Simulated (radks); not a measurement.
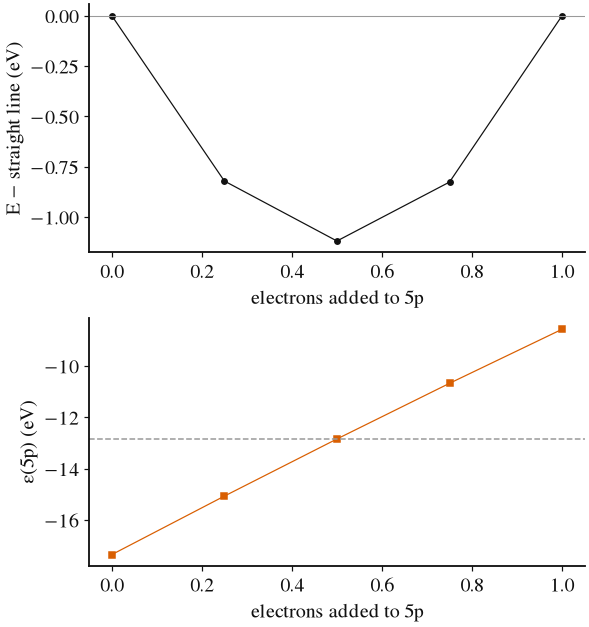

All numbers are computed, not measured: scalar-relativistic Kohn-Sham, SCAN, spin-unpolarised, spherical densities, finite nucleus (the in-house radial solver radks). The occupation of the 5p shell is varied from Xe⁺ ([Kr] 4d10 5s2 5p5) to Xe ([Kr] 4d10 5s2 5p6), with spherical fractional occupations. The plot shows the total energy less the straight line between the end points, and the eigenvalue of 5p (the dashed line is minus the energy to take the whole electron out).

What does the shape say about the method?

Answer. The curve is convex (below the straight line), with the largest deviation among the points computed, −1.12 eV, at 0.5. The end points differ by 12.9 eV, the energy to take the electron out. The eigenvalue, which is the slope of the energy (Janak's theorem), moves from −17.4 eV at 0 to −8.58 eV at 1; for a straight line it would stay constant, and a parabola would sag by an eighth of this change, scaled to a whole electron, 1.10 eV. Convexity is the mark of the delocalisation error, which puts fractional charges too low; for p, d and f shells the spherical spreading of the fraction adds to it.
